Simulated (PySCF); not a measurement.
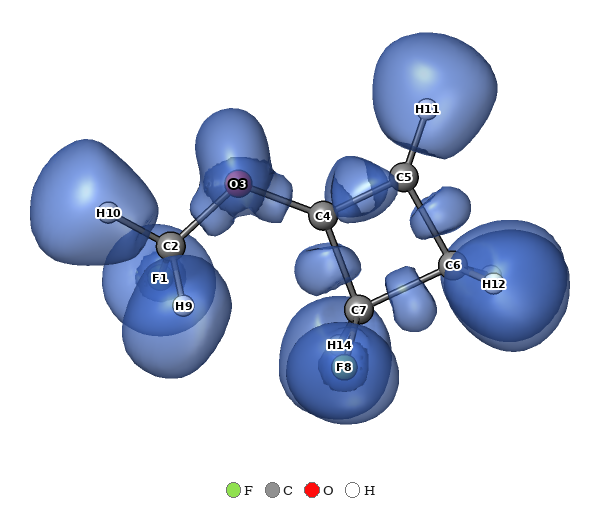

C5H6F2O (SMILES FCOC1=CC[C@H]1F). Isosurface of the electron localisation function at 0.75 (blue), seen across its widest extent. Core shells and regions of very low density are left out.

Geometry: GFN2-xTB.

The calculation used CAM-B3LYP/def2-SVPD, SCF density, gas phase in PySCF.

```xyz
14

F     2.2381   -0.5894   -1.3342
C     2.2480   -0.0834   -0.0565
O     1.2980   -0.7077    0.7185
C     0.0035   -0.3920    0.4474
C    -1.1694   -0.8246    0.9080
C    -1.9724    0.1109    0.0353
C    -0.6100    0.5660   -0.5442
F    -0.3179    1.8972   -0.3544
H     2.0907    1.0009   -0.1542
H     3.2274   -0.3135    0.3754
H    -1.4643   -1.5656    1.6229
H    -2.4912    0.9056    0.5679
H    -2.6451   -0.3565   -0.6813
H    -0.4361    0.3516   -1.6025
```

> Where are the electrons localised?

The surface consists of four regions between bonded C–C atoms (shared pairs), six regions around hydrogen nuclei, two regions on F in which the atom's valence shell and bonds are merged and one region on O in which the atom's valence shell and bonds are merged. Along the contacts the grid gives the following. C–C (1.33 Å): the ELF peaks at about 0.90 between the atoms: a short, multiple covalent bond. C–O (1.36 Å): the ELF peaks at about 0.90 between the atoms (a polar covalent bond).
